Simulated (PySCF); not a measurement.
# C4H8ClNSi: electronic excitations

What electronic excitations should C4H8ClNSi (`C[C@@H](CC#N)[SiH2]Cl`) show?

Computed with PySCF 2.14.0, with density-fitted response routines of our own, on a single molecule in the gas phase. Atoms are numbered from 0 throughout.

## (1) The starting structure

15 atoms, charge 0, multiplicity 1; geometry from: GFN2-xTB.

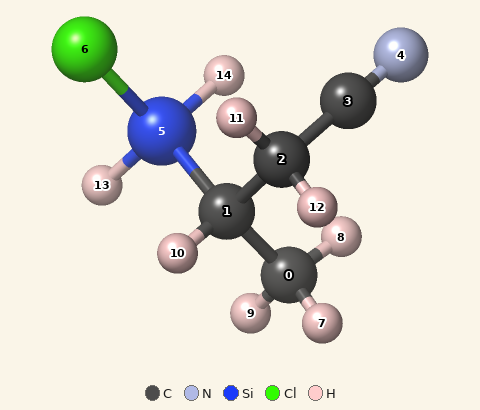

The starting geometry (carbon dark grey, nitrogen light blue, silicon blue, chlorine green, hydrogen pink), atoms numbered.

## (2) Excited states and response: PBE0/def2-SVPD

What the job is given:

```
{"job": {"kind": "uv", "xc": "PBE0", "basis": "def2-SVPD", "nstates": 8, "ntriplets": 3}, "charge": 0, "multiplicity": 1}
C      0.432659     1.013827    -1.176030
C     -0.137824    -0.261444    -0.559901
C      0.954525    -0.996437     0.238279
C      1.404964    -0.214153     1.358916
N      1.752535     0.423764     2.242039
Si    -1.686723     0.105499     0.507868
Cl    -2.316081    -1.643364     1.292673
H      1.273151     0.786845    -1.831624
H      0.782215     1.690764    -0.399279
H     -0.325262     1.528628    -1.761546
H     -0.427631    -0.930452    -1.379432
H      0.574294    -1.950281     0.615918
H      1.819512    -1.200998    -0.402259
H     -2.737485     0.631800    -0.360723
H     -1.367262     1.023991     1.593188
```

With the program's defaults for keys left out, this is: TDDFT PBE0/def2-SVPD, vertical, gas phase, core orbitals frozen in the response.

Command:

```bash
$ OMP_NUM_THREADS=1 python probes_run.py task.json out
```

The driver reads the jobs from task.json and runs them one after another.

Standard output:

```text
coarse grid: 13616 points
cycle   1  E = -960.6506794886  dE =  6.534e-01  |g| = 4.674e-01  |ddm| = 5.202e+00
cycle   2  E = -960.5326416882  dE =  1.180e-01  |g| = 8.734e-01  |ddm| = 1.806e+00
cycle   3  E = -960.7030208858  dE = -1.704e-01  |g| = 1.541e-01  |ddm| = 1.165e+00
cycle   4  E = -960.7084107595  dE = -5.390e-03  |g| = 3.805e-02  |ddm| = 2.199e-01
cycle   5  E = -960.7087481598  dE = -3.374e-04  |g| = 9.740e-03  |ddm| = 6.871e-02
cycle   6  E = -960.7087722152  dE = -2.406e-05  |g| = 2.174e-03  |ddm| = 1.951e-02
cycle   7  E = -960.7087734095  dE = -1.194e-06  |g| = 5.704e-04  |ddm| = 4.701e-03
final grid: 122472 points
cycle   8  E = -960.8175523551  dE = -2.937e-05  |g| = 6.418e-03  |ddm| = 9.092e-02
cycle   9  E = -960.8175490689  dE =  3.286e-06  |g| = 7.348e-03  |ddm| = 2.053e-02
cycle  10  E = -960.8175631481  dE = -1.408e-05  |g| = 7.654e-04  |ddm| = 1.024e-02
cycle  11  E = -960.8175632727  dE = -1.246e-07  |g| = 3.324e-04  |ddm| = 1.510e-03
cycle  12  E = -960.8175632933  dE = -2.059e-08  |g| = 1.273e-04  |ddm| = 4.625e-04
cycle  13  E = -960.8175632968  dE = -3.496e-09  |g| = 2.933e-05  |ddm| = 1.803e-04
cycle  14  E = -960.8175632970  dE = -2.087e-10  |g| = 4.910e-06  |ddm| = 5.816e-05
converged SCF energy = -960.8175632970

Static polarisability (au): isotropic 87.774, principal 80.947 87.932 94.441

Singlet excitations
state   eV       nm        f      main configurations
  1   7.3031    169.8   0.00490   H->L 0.89, H->L+1 0.08
  2   7.5899    163.4   0.00403   H->L+1 0.86
  3   7.7058    160.9   0.00829   H-1->L 0.77, H-1->L+1 0.19
  4   7.7435    160.1   0.00029   H-2->L+1 0.27, H-2->L 0.13, H-2->L+2 0.11
  5   8.0115    154.8   0.00151   H->L+2 0.48, H-3->L+2 0.11, H-2->L+1 0.08
  6   8.1073    152.9   0.01417   H-2->L+2 0.21, H-3->L+1 0.16, H-3->L 0.09
  7   8.1953    151.3   0.00257   H-1->L+1 0.55, H-1->L 0.14
  8   8.2881    149.6   0.00687   H->L+2 0.38, H-3->L+2 0.26

Triplet excitations (Tamm-Dancoff, eV): 6.4094 6.9508 6.9733
```

Run time: 73 s. Hardware: 1 thread, shared host.

Frontier orbitals and where they lie:

```csv
orbital,eV,atoms
HOMO−3,-9.61,"N4 39 %, C3 29 %, Cl6 9 %"
HOMO−2,-9.49,"N4 41 %, C3 30 %, C2 10 %"
HOMO−1,-9.18,"Cl6 55 %, Si5 19 %, H13 11 %"
HOMO,-8.68,"C1 25 %, Cl6 24 %, Si5 17 %"
LUMO,-0.05,"Si5 24 %, Cl6 19 %, C0 10 %"
LUMO+1,0.09,"Si5 16 %, Cl6 15 %, C2 11 %"
LUMO+2,0.61,"N4 21 %, C3 18 %, Si5 16 %"
```

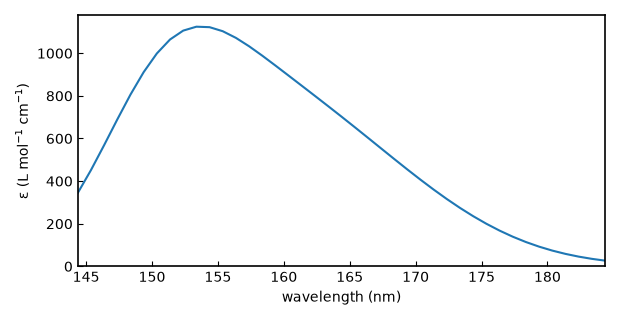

Absorption spectrum: each of the 8 states is a Gaussian band of 0.4 eV half-width at 1/e. Beyond the last state computed it falls off for lack of states.

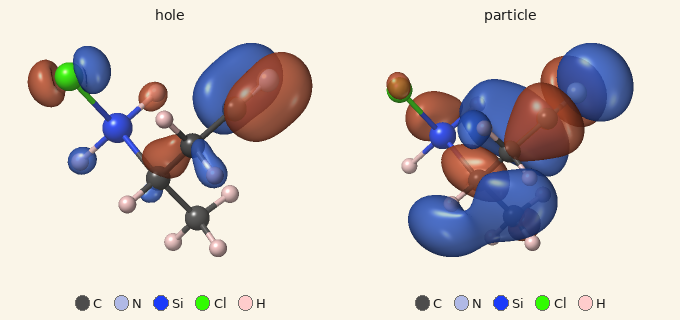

Leading natural transition orbitals of singlet state 6: the electron leaves the hole (left) for the particle orbital (right).

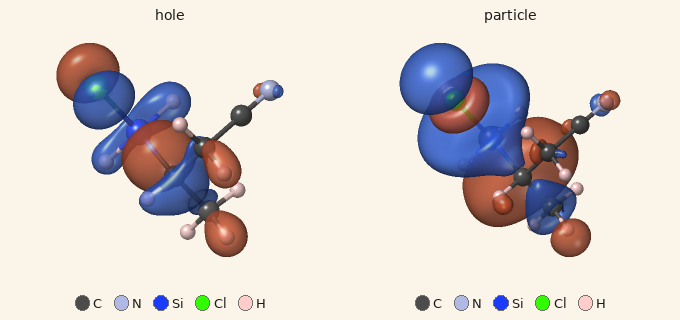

Leading natural transition orbitals of singlet state 1: the electron leaves the hole (left) for the particle orbital (right).

Further results of this job:

```csv
property,computed
dipole moment (D),3.95
polarisability (Å³),13.01
HOMO–LUMO gap (eV),8.62
−ε(HOMO) (eV),8.68
```

The fields below are evaluated on a grid from the run's orbitals.

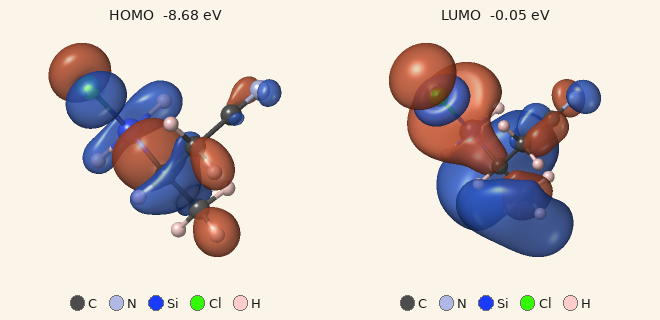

Frontier orbitals at PBE0/def2-SVPD; each surface holds 70 % of the orbital's density, blue and red mark the sign.

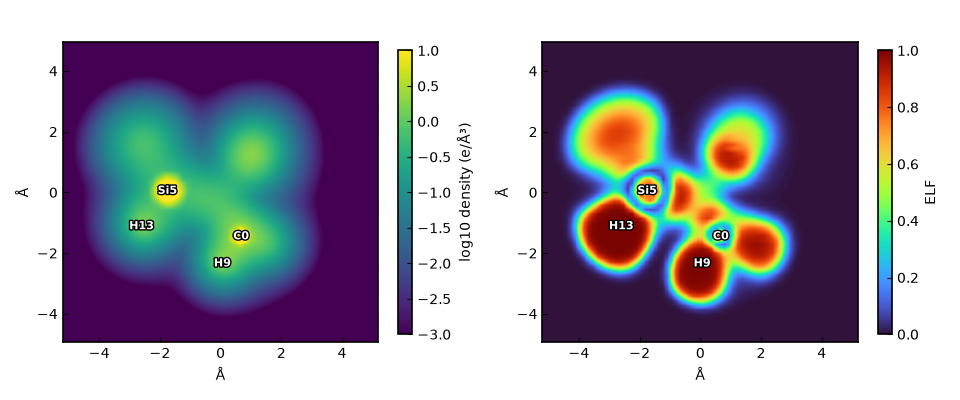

Density (left) and ELF (right) in a plane through or near 4 of the atoms.

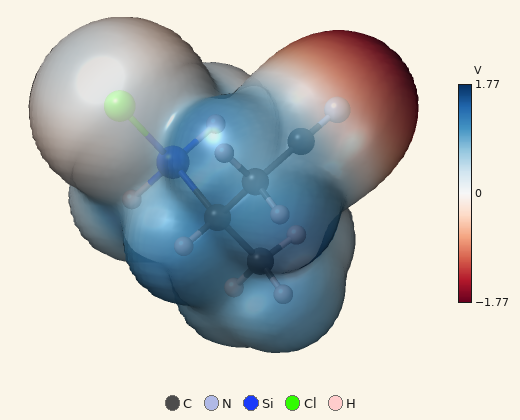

The potential that a unit positive charge feels on the 0.002 e/bohr³ surface, from the 1st to the 99th percentile, from -1.77 V near N4 to 1.37 V near H12.

## (3) Summary of results

```
                                quantity                        value
         lowest singlet (PBE0/def2-SVPD)  7.30 eV (170 nm), f = 0.005
brightest single state of those computed  state 6, 8.11 eV, f = 0.014
                          lowest triplet                      6.41 eV
   surface potential, 1st and 99th percentile           -1.77 V and 1.37 V
```

In words: The first singlet state (HOMO→LUMO 0.89, HOMO→LUMO+1 0.08) lies at 7.30 eV and is weak; of the 8 states computed, the strongest absorption comes from state 6 at 8.11 eV. The lowest triplet lies 0.89 eV below the lowest singlet (triplets in Tamm-Dancoff, singlets in full TDDFT).
